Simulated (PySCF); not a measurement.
Bond stretch in SiH (cation, charge +1), singlet.

Levels: UHF/cc-pVTZ (PySCF); UKS-PBE0 = unrestricted PBE0/cc-pVTZ (PySCF 2.14.0); NEVPT2 = SC-NEVPT2 on CASSCF(4,5)/cc-pVTZ, all electrons correlated in PySCF; RMP2 = MP2 on RHF/cc-pVTZ, 5 core orbitals frozen (PySCF); RCCSD = CCSD on RHF/cc-pVTZ, 5 core orbitals frozen in PySCF.

Energies are in kJ/mol, each relative to the lowest point of its own curve near equilibrium.

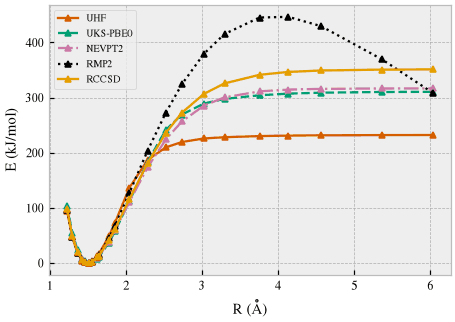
Energy against bond length for each method.

| R / Å | UHF | UKS-PBE0 | NEVPT2 | RMP2 | RCCSD |
|---|---|---|---|---|---|
| 1.23 | 94.8 | 104.0 | 98.4 | 96.1 | 97.5 |
| 1.30 | 46.1 | 53.7 | 49.6 | 47.4 | 48.7 |
| 1.37 | 17.1 | 22.6 | 19.9 | 18.1 | 19.2 |
| 1.43 | 4.2 | 7.6 | 6.1 | 4.8 | 5.6 |
| 1.46 | 1.0 | 3.3 | 2.4 | 1.5 | 2.0 |
| 1.52 | 0.0 | 0.0 | 0.0 | 0.0 | 0.0 |
| 1.56 | 2.7 | 1.0 | 1.6 | 2.3 | 1.8 |
| 1.63 | 12.4 | 7.7 | 9.1 | 11.2 | 9.8 |
| 1.65 | 16.1 | 10.6 | 12.1 | 14.7 | 13.0 |
| 1.78 | 48.2 | 36.6 | 38.7 | 44.6 | 40.6 |
| 1.86 | 72.5 | 57.0 | 58.9 | 67.4 | 61.5 |
| 2.05 | 136.3 | 112.0 | 110.9 | 127.2 | 115.4 |
| 2.29 | 186.9 | 183.8 | 173.5 | 203.7 | 181.2 |
| 2.53 | 209.6 | 241.4 | 224.0 | 272.8 | 235.9 |
| 2.74 | 219.3 | 269.1 | 256.5 | 324.1 | 272.4 |
| 3.03 | 225.7 | 289.0 | 285.4 | 379.5 | 306.6 |
| 3.30 | 228.0 | 297.5 | 300.2 | 415.2 | 325.6 |
| 3.76 | 230.0 | 304.1 | 311.2 | 445.2 | 341.2 |
| 4.14 | 230.9 | 307.0 | 314.4 | 446.4 | 346.4 |
| 4.57 | 231.4 | 308.8 | 315.7 | 429.5 | 349.0 |
| 5.37 | 231.8 | 310.0 | 316.4 | 369.2 | 350.6 |
| 6.04 | 231.9 | 310.3 | 316.5 | 308.3 | 351.0 |

At the longest distance, 6.04 Å, RCCSD lies highest above its minimum (351.0 kJ/mol) and UHF lowest (231.9 kJ/mol).

The RMP2 curve passes through a maximum at 4.14 Å and then falls by 138.1 kJ/mol up to the last usable point.

The unrestricted determinant behind UHF is spin-contaminated at 1.23 to 1.65, 2.05 to 6.04 Å (<S²> up to 1.0, against 0.00 for a pure singlet). The unrestricted determinant behind UKS-PBE0 is spin-contaminated at 2.53 to 6.04 Å (<S²> up to 1.0, against 0.00 for a pure singlet). The restricted form behind RMP2 keeps the bonding electrons paired and can't separate into open-shell fragments. The T1 diagnostic of CCSD on the restricted reference of RMP2, RCCSD exceeds 0.045 at 3.03 to 6.04 Å.
